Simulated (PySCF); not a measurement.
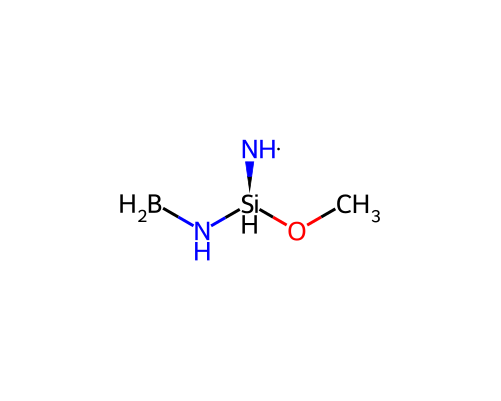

Charge 0, doublet. The computed structure is the end point of a GFN2-xTB optimisation. No frequency run is at hand to confirm it as a minimum. Method: UKS B3LYP, pcH-1 on B C H N O Si, non-relativistic (PySCF 2.14.0).

### Give the ⟨S²⟩ of the determinant at this level.

0.754.

### Estimate the isotropic g value.

2.00522.

The geometry is semi-empirical. Around B, Si such bond lengths and angles can be off by a tenth of an ångström or more and by several degrees, and values that hang on the shape move with them.
